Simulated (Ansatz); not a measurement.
## Abstraction of F: CHBr2F + CH3 → CHBr2 + CH3F

Species: CHBr2F (dibromofluoromethane) `FC(Br)Br`, singlet; CH3 (methyl radical) `[CH3]`, doublet; CHBr2 `Br[CH]Br`, doublet; CH3F (fluoromethane) `CF`, singlet. A radical takes F: the energy is the difference in strength between two C–F bonds in different surroundings.

Shapes, held fixed at every level: PBE0-D4/def2-TZVP. Programs: Ansatz 0.2.0. The zero-point and thermal change to 298 K, harmonic and unscaled (PBE0-D4/def2-TZVP), is +7.9 kJ/mol.

```
                level                    kind  ΔH(298 K) (kJ/mol)  less CCSD(T)/def2-TZVPP
       MP2/def2-TZVPP     perturbation theory                -6.1                     +7.1
          HF/def2-SVP            Hartree–Fock               -16.4                     -3.2
  BHLYP-D4/def2-TZVPP           global hybrid               -15.9                     -2.7
r2SCAN0-D4/def2-TZVPP           global hybrid               -10.3                     +2.9
   wB97X-V/def2-TZVPP  range-separated hybrid               -17.3                     -4.1
        CCSD/def2-SVP   coupled cluster or CI               -15.5                     -2.3
      CCSD/def2-TZVPP   coupled cluster or CI               -14.6                     -1.4
   CCSD(T)/def2-TZVPP   coupled cluster or CI               -13.2                      0.0
```

The highest level, CCSD(T)/def2-TZVPP, gives ΔH(298 K) = -13.2 kJ/mol; the levels span -17.3 to -6.1. The column of differences is taken from that level and isn't an error. No measured value is set beside it here. Open shells run unrestricted. Relativity is left out for Br. Outer-core shells of Br are correlated, in sets that cover them unevenly.

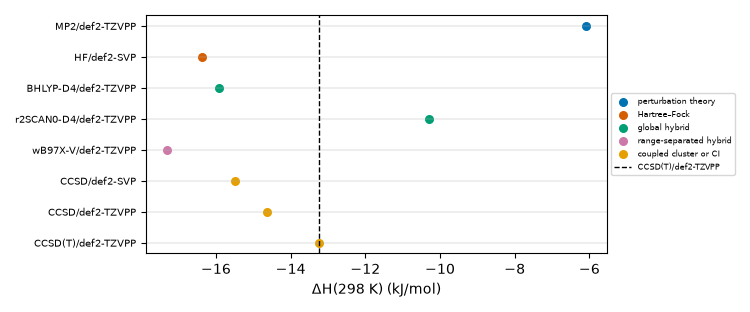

The values of the table, level by level.
